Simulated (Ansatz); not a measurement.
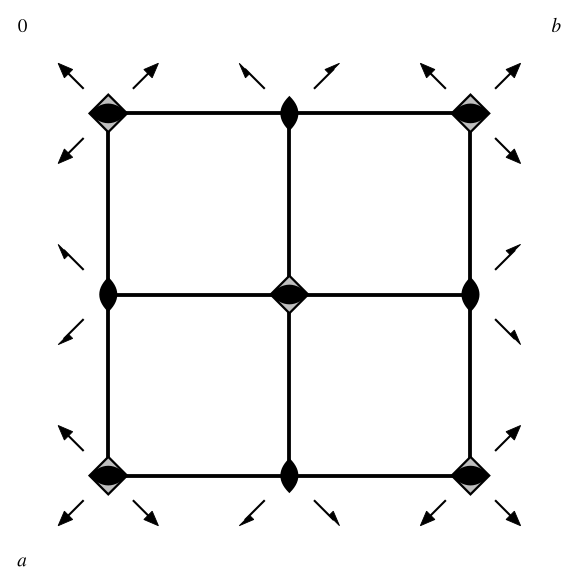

Symmetry elements of a space group, projected down c, computed from the operations of a computed or model structure of composition Na3H2, which need not be its known form.

Graphical symbols as in the International Tables (origin upper left, heights as fractions; handed screw axes are marked by their printed symbols).

Q: Which space group is it?

A: P-4m2 (No. 115); primitive tetragonal, point group -42m, 8 general positions a cell.

Q: List the elements shown.

A: −4 axes along c at (0, 0; inversion point at height 0), (1/2, 1/2; inversion point at height 0); 2 axes along c at (0, 1/2), (1/2, 0); mirror planes normal to a, at x = 0, 1/2; mirror planes normal to b, at y = 0, 1/2; 2 axes along [1 1 0] at height 0; 2 axes along [−1 1 0] at height 0; 2₁ axes along [1 1 0] at height 0; 2₁ axes along [−1 1 0] at height 0. Heights repeat every half period; positions are (a, b) fractions, modulo 1.
